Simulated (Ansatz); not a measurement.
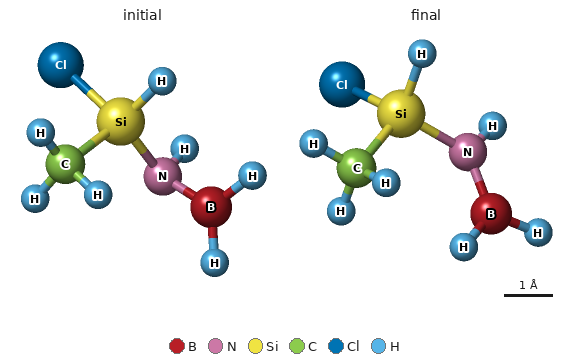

The structure of CH7BClNSi (coarse preliminary run) before (left) and after (right) a relaxation, at one scale.

A ball-and-stick model, seen from a free direction.

The start comes from a force field.

Computed with RKS PBE-D4/def2-SVP in Ansatz 0.2.0. (force threshold 0.03 eV/Å; at most 200 steps)

Q: Summarise the run.

A: An H atom moves most after the best rigid fit: 1.74 Å. By element the largest moves are H 1.74 Å, N 0.80 Å, Cl 0.48 Å, B 0.27 Å, Si 0.21 Å, C 0.17 Å. Among the contacts that change: B–N 1.508 → 1.411 Å, H–Si 1.405 → 1.501 Å, C–H 1.039 → 1.109 Å, C–H 1.155 → 1.108 Å. Bond angles that change, for instance: B–N–Si 105.7° → 128.2°, Si–N–H 105.2° → 115.3°, H–C–H 114.9° → 108.5°. The energy falls by 170.5 kJ/mol in 15 geometry steps. Largest force component: 3.8 eV/Å at the start, 0.024 eV/Å at the end. Cost: 26 s on 4 threads of Arm Neoverse V1, with other jobs on the host.
